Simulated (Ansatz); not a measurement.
# Geometry relaxation, with input and output: CH3ClF2Ti (part 1 of 2)

The run: geometry relaxation of CH3ClF2Ti. Method and program: RKS BLYP-D4/def2-SVP (Ansatz 0.2.0).

It belongs to a series of runs on one base structure; here: end point B relaxed.

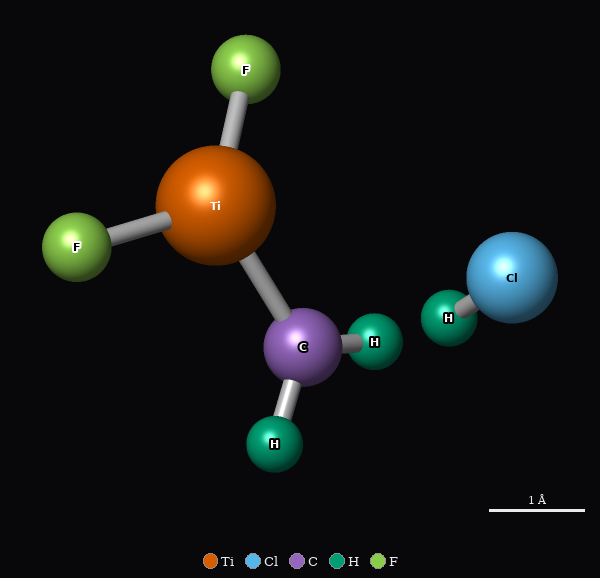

The structure as given in the input (ball-and-stick view, seen at a tilt). Sticks mark near contacts.

**Summary**

- outcome: converged
- total energy: −42151.8564 eV
- mean-field energy: −42151.4908 eV
- largest force (length of the vector) at the end: 0.025 eV/Å
- hardware: 2 threads of Intel Xeon (Sapphire Rapids), 16 GiB of memory available, shared host
- wall time: 51 s (CPU time 98 s)
- peak memory: 0.19 GiB

**Input**
```yaml
crystal:
  periodic: [false, false, false]
  atoms:
    - { symbol: Ti, position_ang: [-0.702628, 0.683222, 0.785118] }
    - { symbol: Cl, position_ang: [2.948964, -0.608094, 0.260293] }
    - { symbol: C, position_ang: [-0.56081, -0.341148, -0.770486] }
    - { symbol: H, position_ang: [1.737459, -0.628268, -0.282964] }
    - { symbol: F, position_ang: [-0.759833, 2.420709, 0.438803] }
    - { symbol: F, position_ang: [-1.463036, -0.215923, 2.110037] }
    - { symbol: H, position_ang: [-0.393283, 0.11163, -1.767309] }
    - { symbol: H, position_ang: [-0.806733, -1.422027, -0.773493] }
basis:
  gaussian: { orbitals: def2-SVP }
hamiltonian:
  xc: blyp
  dispersion: d4
relax:
  f_tol: 0.03
  max_steps: 50
output:
  orbitals: {}
```

Command:
```bash
ansatz run input.yaml --threads 2 --pin off --max-ram 3072MiB --backend cpu --events-out ev --progress --plain --runs-dir out
```

**The program's output**
```
The last accepted step is kept in [file] (removed where the run ends without a failure and the disk answers)
Engine: ansatz 0.2.0, x86_64-unknown-linux-gnu
Functional definition: BLYP
  parameter beta = 0.0042
  parameter a = 0.04918
  parameter b = 0.132
  parameter c = 0.2533
  parameter d = 0.349
  exchange = b88_x(beta = beta)
  correlation = lyp_c(a = a, b = b, c = c, d = d)
1203 factors; their error is unknown
mean field evaluation 1: about -42129.5077 eV, gradient 9.1e1 eV
mean field evaluation 2: about -41679.1124 eV, gradient 4.1e2 eV
mean field evaluation 4: about -42143.2589 eV, gradient 4.8e1 eV
mean field evaluation 8: about -42148.0040 eV, gradient 1.6e0 eV
mean field evaluation 16: about -42147.9630 eV, gradient 6.4e-3 eV
mean field -42147.96298020 eV, -1548.9090706069 hartree, gradient 3.5e-5 eV, S^2 0.000000; 0 other end points of the search recorded, 0 dependent functions left out
the calculation of the forces begins
reference -42147.96343377 eV, -1548.9090872753 hartree; 33, 33 occupied and 73, 73 virtual orbitals, 1203 factors
relax step   1: F+E_penalty+E_count = -42148.28478717 eV  Δ(F+E_penalty+E_count) = +0.000e0 eV  max|allowed force component| = 3.086e-1 eV/Å  Δτ_max = 0.0000 Å  (32 SCF iters, accepted)
these checks for a lower state are left out or cut short: starts, cluster_reference, orbital_swaps, neighbouring_geometries, increment
1203 factors; their error is unknown
mean field -42148.08135865 eV, -1548.9134209349 hartree, gradient 1.1e-5 eV, S^2 0.000000; 0 other end points of the search recorded, 0 dependent functions left out
[... from here on the field's lines of each further geometry are left out, up to the last ...]
relax step   2: F+E_penalty+E_count = -42148.42365771 eV  Δ(F+E_penalty+E_count) = -1.389e-1 eV  max|allowed force component| = 4.405e-1 eV/Å  Δτ_max = 0.1962 Å  (39 SCF iters, accepted)
relax step   3: F+E_penalty+E_count = -42148.61574602 eV  Δ(F+E_penalty+E_count) = -1.921e-1 eV  max|allowed force component| = 6.760e-1 eV/Å  Δτ_max = 0.1974 Å  (40 SCF iters, accepted)
relax step   4: F+E_penalty+E_count = -42148.86626418 eV  Δ(F+E_penalty+E_count) = -2.505e-1 eV  max|allowed force component| = 1.049e0 eV/Å  Δτ_max = 0.1971 Å  (39 SCF iters, accepted)
relax step   5: F+E_penalty+E_count = -42149.15298905 eV  Δ(F+E_penalty+E_count) = -2.867e-1 eV  max|allowed force component| = 1.453e0 eV/Å  Δτ_max = 0.1950 Å  (40 SCF iters, accepted)
relax step   6: F+E_penalty+E_count = -42149.58531685 eV  Δ(F+E_penalty+E_count) = -4.323e-1 eV  max|allowed force component| = 1.677e0 eV/Å  Δτ_max = 0.1952 Å  (39 SCF iters, accepted)
relax step   7: F+E_penalty+E_count = -42150.20737978 eV  Δ(F+E_penalty+E_count) = -6.221e-1 eV  max|allowed force component| = 2.130e0 eV/Å  Δτ_max = 0.1948 Å  (40 SCF iters, accepted)
relax step   8: F+E_penalty+E_count = -42150.90906902 eV  Δ(F+E_penalty+E_count) = -7.017e-1 eV  max|allowed force component| = 1.607e0 eV/Å  Δτ_max = 0.1949 Å  (38 SCF iters, accepted)
relax step   9: F+E_penalty+E_count = -42151.20704499 eV  Δ(F+E_penalty+E_count) = -2.980e-1 eV  max|allowed force component| = 2.837e0 eV/Å  Δτ_max = 0.1978 Å  (39 SCF iters, accepted)
relax step  10: F+E_penalty+E_count = -42151.54054821 eV  Δ(F+E_penalty+E_count) = -3.335e-1 eV  max|allowed force component| = 5.679e-1 eV/Å  Δτ_max = 0.1950 Å  (38 SCF iters, accepted)
relax step  11: F+E_penalty+E_count = -42151.69623113 eV  Δ(F+E_penalty+E_count) = -1.557e-1 eV  max|allowed force component| = 5.224e-1 eV/Å  Δτ_max = 0.2000 Å  (37 SCF iters, accepted)
relax step  12: F+E_penalty+E_count = -42151.77636896 eV  Δ(F+E_penalty+E_count) = -8.014e-2 eV  max|allowed force component| = 3.656e-1 eV/Å  Δτ_max = 0.1997 Å  (34 SCF iters, accepted)
relax step  13: F+E_penalty+E_count = -42151.81168691 eV  Δ(F+E_penalty+E_count) = -3.532e-2 eV  max|allowed force component| = 1.256e-1 eV/Å  Δτ_max = 0.1315 Å  (33 SCF iters, accepted)
relax step  14: F+E_penalty+E_count = -42151.81523660 eV  Δ(F+E_penalty+E_count) = -3.550e-3 eV  max|allowed force component| = 1.851e-1 eV/Å  Δτ_max = 0.0522 Å  (32 SCF iters, accepted)
relax step  15: F+E_penalty+E_count = -42151.81689646 eV  Δ(F+E_penalty+E_count) = -1.660e-3 eV  max|allowed force component| = 3.377e-2 eV/Å  Δτ_max = 0.0140 Å  (32 SCF iters, accepted)
relax step  16: F+E_penalty+E_count = -42151.81697827 eV  Δ(F+E_penalty+E_count) = -8.182e-5 eV  max|allowed force component| = 1.886e-3 eV/Å  Δτ_max = 0.0108 Å  (34 SCF iters, accepted)
relax step  17: F+E_penalty+E_count = -42151.81707935 eV  Δ(F+E_penalty+E_count) = -1.011e-4 eV  max|allowed force component| = 3.276e-2 eV/Å  Δτ_max = 0.0207 Å  (33 SCF iters, accepted)
relax step  18: F+E_penalty+E_count = -42151.81737002 eV  Δ(F+E_penalty+E_count) = -2.907e-4 eV  max|allowed force component| = 6.601e-2 eV/Å  Δτ_max = 0.0302 Å  (32 SCF iters, accepted)
relax step  19: F+E_penalty+E_count = -42151.81819384 eV  Δ(F+E_penalty+E_count) = -8.238e-4 eV  max|allowed force component| = 1.007e-1 eV/Å  Δτ_max = 0.0500 Å  (33 SCF iters, accepted)
relax step  20: F+E_penalty+E_count = -42151.81998795 eV  Δ(F+E_penalty+E_count) = -1.794e-3 eV  max|allowed force component| = 5.416e-2 eV/Å  Δτ_max = 0.0453 Å  (33 SCF iters, accepted)
relax step  21: F+E_penalty+E_count = -42151.82066259 eV  Δ(F+E_penalty+E_count) = -6.746e-4 eV  max|allowed force component| = 2.284e-1 eV/Å  Δτ_max = 0.0881 Å  (32 SCF iters, accepted)
relax step  22: F+E_penalty+E_count = -42151.82600653 eV  Δ(F+E_penalty+E_count) = -5.344e-3 eV  max|allowed force component| = 1.218e-1 eV/Å  Δτ_max = 0.0461 Å  (32 SCF iters, accepted)
relax step  23: F+E_penalty+E_count = -42151.83018049 eV  Δ(F+E_penalty+E_count) = -4.174e-3 eV  max|allowed force component| = 3.823e-1 eV/Å  Δτ_max = 0.1742 Å  (40 SCF iters, accepted)
relax step  24: F+E_penalty+E_count = -42151.84167877 eV  Δ(F+E_penalty+E_count) = -1.150e-2 eV  max|allowed force component| = 1.647e-1 eV/Å  Δτ_max = 0.0538 Å  (33 SCF iters, accepted)
relax step  25: F+E_penalty+E_count = -42151.85100765 eV  Δ(F+E_penalty+E_count) = -9.329e-3 eV  max|allowed force component| = 1.813e-2 eV/Å  Δτ_max = 0.1285 Å  (32 SCF iters, accepted)
relax step  26: F+E_penalty+E_count = -42151.85229334 eV  Δ(F+E_penalty+E_count) = -1.286e-3 eV  max|allowed force component| = 2.241e-1 eV/Å  Δτ_max = 0.1405 Å  (31 SCF iters, accepted)
relax step  27: F+E_penalty+E_count = -42151.85495879 eV  Δ(F+E_penalty+E_count) = -2.665e-3 eV  max|allowed force component| = 5.424e-2 eV/Å  Δτ_max = 0.0372 Å  (33 SCF iters, accepted)
relax step  28: F+E_penalty+E_count = -42151.85577605 eV  Δ(F+E_penalty+E_count) = -8.173e-4 eV  max|allowed force component| = 2.610e-3 eV/Å  Δτ_max = 0.0299 Å  (32 SCF iters, accepted)
the calculation of the forces begins
reference -42151.49082197 eV, -1549.0387164007 hartree; 33, 33 occupied and 73, 73 virtual orbitals, 1203 factors
relax step  29: F+E_penalty+E_count = -42151.85596171 eV  Δ(F+E_penalty+E_count) = -1.857e-4 eV  max|allowed force component| = 2.466e-2 eV/Å  Δτ_max = 0.0354 Å  (33 SCF iters, accepted)
```

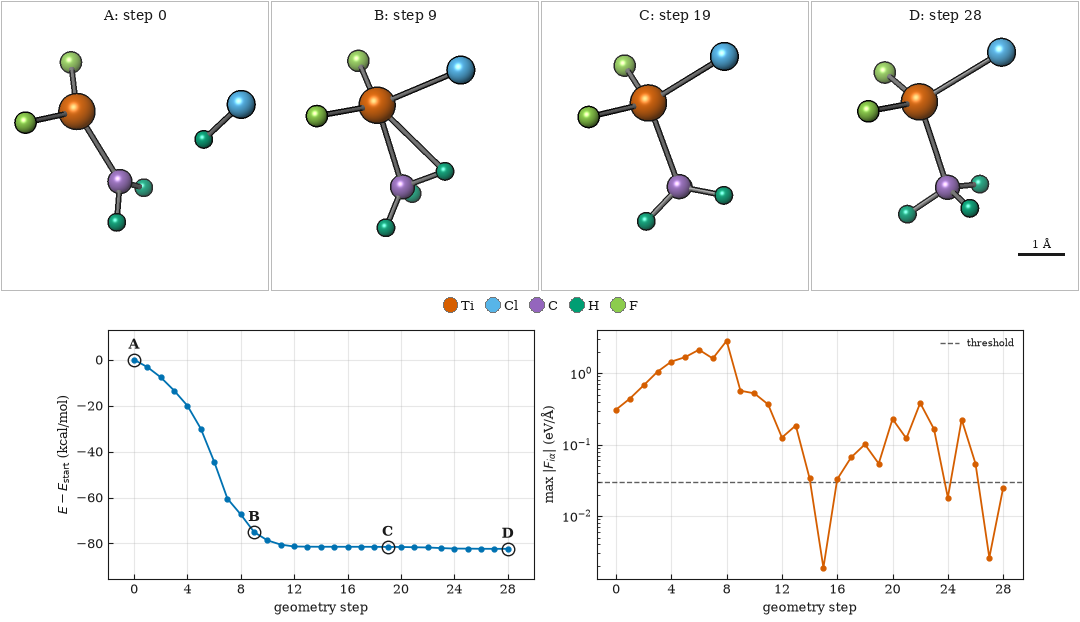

Frames of the relaxation (ball-and-stick view, seen at a tilt) above the curves, on which the letters mark them (the first geometry is step 0 here and step 1 in the log).

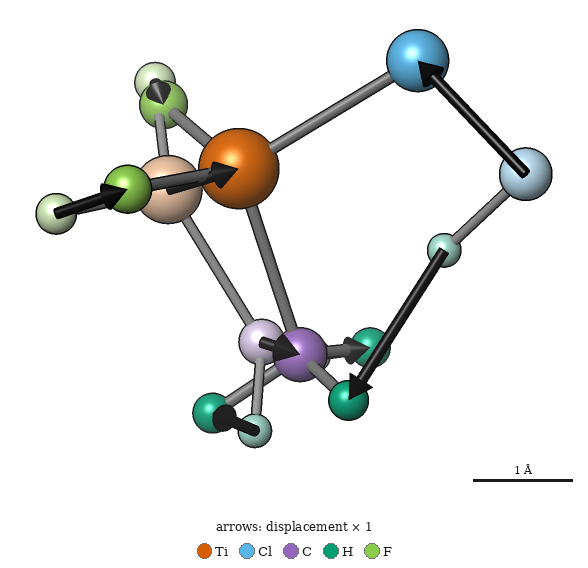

Start (faint) and end (solid) with the displacements as black arrows, at true length (ball-and-stick view, seen at a tilt). The two geometries are laid on each other by the best rigid fit. The largest move after the best rigid fit is that of H4, 1.81 Å. By element the largest moves are H 1.81 Å, Cl 1.68 Å, F 0.82 Å, Ti 0.81 Å, C 0.45 Å. Among the contacts that change: Cl2–H4 1.328 → 3.538 Å, Ti1–Cl2 3.909 → 2.207 Å, C3–H4 2.367 → 1.111 Å, Ti1–C3 1.868 → 2.059 Å. New bonds form: C3–H4 (2.37 → 1.11 Å), Ti1–Cl2 (3.91 → 2.21 Å). Bonds break: Cl2–H4 (1.33 → 3.54 Å). Among the angles that change: F5–Ti1–F6 129.0° → 112.3°, Ti1–C3–H7 122.5° → 109.0°, Ti1–C3–H8 121.3° → 108.5°. Over 28 geometry steps the energy falls by 82.4 kcal/mol. Largest force component: 0.31 eV/Å at the start, 0.025 eV/Å at the end. (Atoms are counted from 1 in the order of the input.)

```
1203 factors; their error is unknown
mean field -42151.49036085 eV, -1549.0386994549 hartree, gradient 2.4e-5 eV, S^2 0.000000; 1 other end points of the search recorded, 0 dependent functions left out
the calculation of the forces begins
reference -42151.49082197 eV, -1549.0387164007 hartree; 33, 33 occupied and 73, 73 virtual orbitals, 1203 factors
Total energy: -42151.85642283 eV, -1549.0521519847 hartree
Atom 0 at     0.073597     0.483830     0.837980 Å, force    -0.004113     0.000112     0.001344 eV/Å
Atom 1 at     2.255015     0.713993     1.082575 Å, force     0.003272     0.000869     0.000257 eV/Å
Atom 2 at    -0.191046    -0.540470    -0.928570 Å, force    -0.003551    -0.009474    -0.015470 eV/Å
Atom 3 at     0.317582    -1.525044    -0.854817 Å, force    -0.011545     0.020350    -0.003496 eV/Å
Atom 4 at    -0.761641     2.011373     0.633267 Å, force     0.000749    -0.001484     0.000789 eV/Å
Atom 5 at    -0.657150    -0.512860     2.081164 Å, force     0.000344     0.001338    -0.001025 eV/Å
Atom 6 at     0.244922     0.053716    -1.759475 Å, force    -0.009814    -0.014217     0.016212 eV/Å
Atom 7 at    -1.281180    -0.684436    -1.092124 Å, force     0.024658     0.002506     0.001388 eV/Å
Dipole moment:    -0.062079    -0.126603    -0.216358 e Å
```
